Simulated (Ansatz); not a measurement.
A series of calculations on SiNH6Cl

## 1. Relaxation

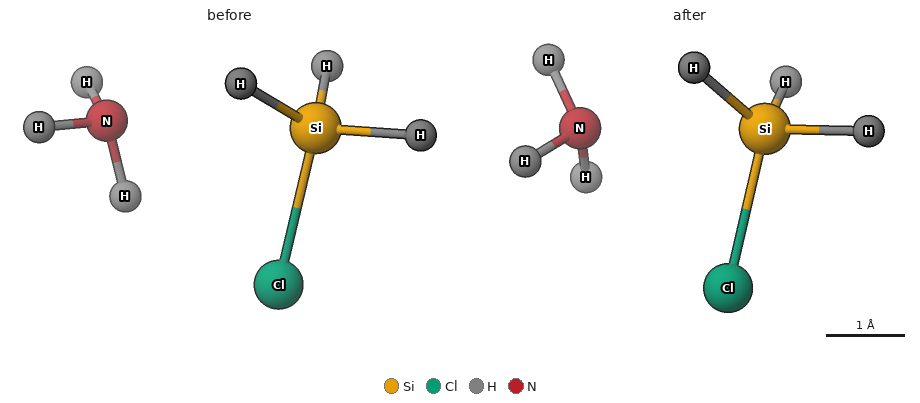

The structure of SiNH₆Cl before (left) and after (right) a relaxation, at one scale.

The picture is a ball-and-stick view, seen at a tilt.

The run prepares an end point of a later path (reaction) calculation, from a guessed geometry.

Method: RKS PBE-D4/def2-SVP in Ansatz.

The input:
```yaml
crystal:
  periodic: [false, false, false]
  atoms:
    - { symbol: Si, position_ang: [0.381235, 0.030034, -0.046019] }
    - { symbol: Cl, position_ang: [0.525189, -0.100016, 2.06598] }
    - { symbol: H, position_ang: [1.817396, 0.018065, -0.500011] }
    - { symbol: H, position_ang: [-0.232234, 1.327746, -0.464154] }
    - { symbol: H, position_ang: [-0.293307, -1.182085, -0.604833] }
    - { symbol: "N", position_ang: [-2.465938, 0.009144, 0.953168] }
    - { symbol: H, position_ang: [-3.210659, -0.665742, 0.730981] }
    - { symbol: H, position_ang: [-2.944845, 0.885784, 1.200824] }
    - { symbol: H, position_ang: [-2.027336, -0.322931, 1.839064] }
basis:
  gaussian: { orbitals: def2-SVP }
hamiltonian:
  xc: pbe
  dispersion: d4
relax:
  f_tol: 0.03
  max_steps: 50
```

Command:
```bash
ansatz run input.yaml --threads 1 --pin off --max-ram 2048MiB --backend cpu --events-out ev --progress --plain --runs-dir out
```

Describe what moved and what it gained.

Answer. Over 13 accepted moves (16 points after the start) the energy falls by 0.79 kcal/mol. The largest force component goes from 0.42 to 0.026 eV/Å. The line search rejected the trial steps at points 1, 7, 12 of the run. The forces were under the threshold at step 6, but the run went on from there. The largest move after the best rigid fit is that of H7, 0.61 Å. Largest moves by element: H 0.61 Å, Cl 0.33 Å, N 0.20 Å, Si 0.16 Å. Near-neighbour distances that change, for instance: Si1–N6 3.017 → 2.702 Å, Si1–Cl2 2.121 → 2.106 Å, N6–H9 1.043 → 1.029 Å, Si1–H3 1.506 → 1.514 Å. Among the angles between lasting bonds that change: H3–Si1–H4 108.3° → 105.6°, Cl2–Si1–H4 111.1° → 113.6°, Cl2–Si1–H3 103.6° → 101.5°. The run took 34 s on 1 thread of Arm Neoverse V2, with other jobs on the host, peak memory 0.12 GiB.

Limits of the set-up: the start holds two separate molecules, 2.6 Å apart at their closest, whose relative position is a soft coordinate.

## 2. Relaxation

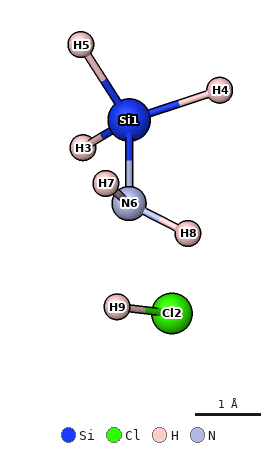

This is the input geometry for a relaxation of SiNH6Cl. The picture is a ball-and-stick view, seen from a free direction.

The run prepares an end point of a later path (reaction) calculation, from a guessed geometry.

The calculation used RKS PBE-D4/def2-SVP in Ansatz 0.2.0.

Input file:
```yaml
crystal:
  periodic: [false, false, false]
  atoms:
    - { symbol: Si, position_ang: [-0.496794, -0.051404, -0.321122] }
    - { symbol: Cl, position_ang: [0.1339, 0.722732, 2.869901] }
    - { symbol: H, position_ang: [0.727781, -0.596081, 0.351554] }
    - { symbol: H, position_ang: [-0.26265, 1.388181, -0.711039] }
    - { symbol: H, position_ang: [-0.75764, -0.847697, -1.580075] }
    - { symbol: "N", position_ang: [-1.975883, -0.25217, 0.687819] }
    - { symbol: H, position_ang: [-2.748941, -0.724694, 0.20491] }
    - { symbol: H, position_ang: [-2.338243, 0.615296, 1.105398] }
    - { symbol: H, position_ang: [-0.732031, -0.254163, 2.567654] }
basis:
  gaussian: { orbitals: def2-SVP }
hamiltonian:
  xc: pbe
  dispersion: d4
relax:
  f_tol: 0.03
  max_steps: 50
```

Launched with:
```bash
ansatz run input.yaml --threads 1 --pin off --max-ram 2048MiB --backend cpu --events-out ev --progress --plain --runs-dir out
```

Q: Predict the outcome.

A: H7 moves most after the best rigid fit: 1.00 Å. Largest moves by element: H 1.00 Å, Cl 0.41 Å, N 0.24 Å, Si 0.11 Å. Among the contacts that change: Cl2–H9 1.340 → 1.362 Å, Si1–N6 1.802 → 1.784 Å, Si1–H4 1.510 → 1.498 Å. Among the angles between lasting bonds that change: H5–Si1–N6 105.4° → 113.5°, H4–Si1–N6 112.2° → 106.5°, H3–Si1–N6 112.3° → 106.7°. Groups turn about Si1–N6 by about 70°. After 11 geometry steps the energy has fallen by 30.2 kJ/mol. Largest force component: 0.58 eV/Å at the start, 0.025 eV/Å at the end.

History of the run:

| step | E − E(0), kJ/mol | largest force component, eV/Å |
| --- | --- | --- |
| 0 | 0.00 | 0.5803 |
| 1 | -6.28 | 0.7814 |
| 2 | -13.53 | 0.3047 |
| 3 | -18.62 | 0.2843 |
| 4 | -22.15 | 0.4187 |
| 5 | -24.73 | 0.2448 |
| 6 | -27.04 | 0.2516 |
| 7 | -29.10 | 0.1967 |
| 8 | -29.67 | 0.1624 |
| 9 | -30.05 | 0.1088 |
| 10 | -30.19 | 0.0355 |
| 11 | -30.25 | 0.0250 |

Final geometry:

```xyz
9

Si   -0.4945   -0.0745   -0.4279
Cl   -0.0764    0.6262    3.2031
H     0.5662   -1.0353    0.0141
H    -0.0037    1.3406   -0.4447
H    -0.9552   -0.4496   -1.8144
N    -1.7905   -0.1454    0.7957
H    -2.1984   -1.0730    0.9647
H    -2.5556    0.5293    0.6746
H    -0.9422    0.2817    2.2099
```

After the run, drawn alike:

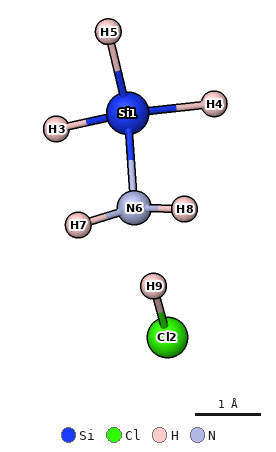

Limits of the set-up: the start holds two separate molecules, 2.3 Å apart at their closest, whose relative position is a soft coordinate.

## 3. Path

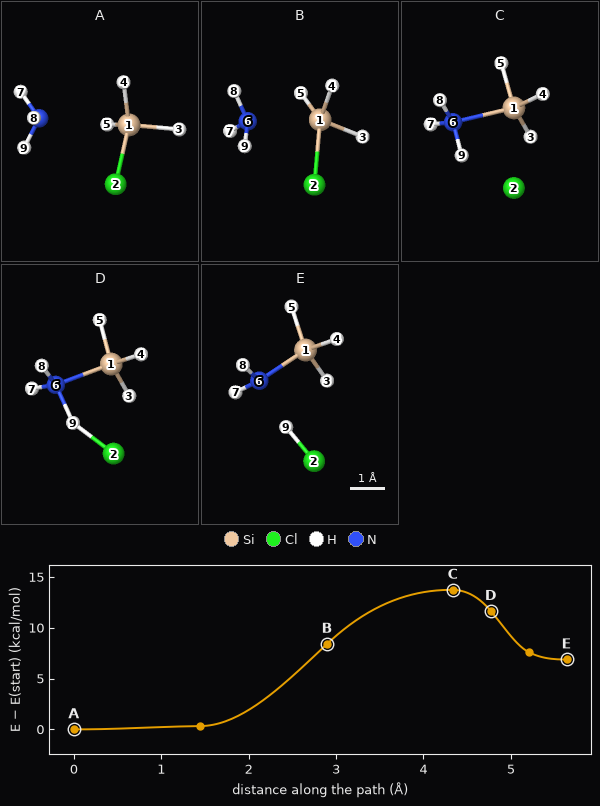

NEB run on SiNH₆Cl, made up at the start of SiH3Cl and NH₃. Images are numbered from 0 (start) to 6 (end). Frames A to E are images 0, 2, 3, 4, 6. A ball-and-stick model, seen at a tilt.

Computed with Ansatz 0.2.0, RKS PBE-D4/def2-SVP. Run with 5 movable images; climbing image; force threshold 0.05 eV/Å; iteration limit 60; starting path through a guess of the saddle point.

### Describe the mechanism and the energy profile.

Breaking: N6–H9 (1.03 → 1.11 at the top → 1.70 Å), Si1–Cl2 (2.11 → 2.70 at the top → 3.72 Å). Forming: Cl2–H9 (3.06 → 1.85 at the top → 1.36 Å), Si1–N6 (2.70 → 1.91 at the top → 1.78 Å). Forward barrier 13.7 kcal/mol, backward barrier 6.9 kcal/mol, with image 3 at the top; the reaction energy is +6.9 kcal/mol. The band converged in 22 iterations. The largest component of the band force went from 6.4 to 0.044 eV/Å. The climbing image converged on the top of the path. Its vibrational analysis gives one imaginary mode (143i cm⁻¹), as a transition state must have.

Limits of the set-up: the start holds two separate molecules, 2.7 Å apart at their closest, whose relative position is a soft coordinate.
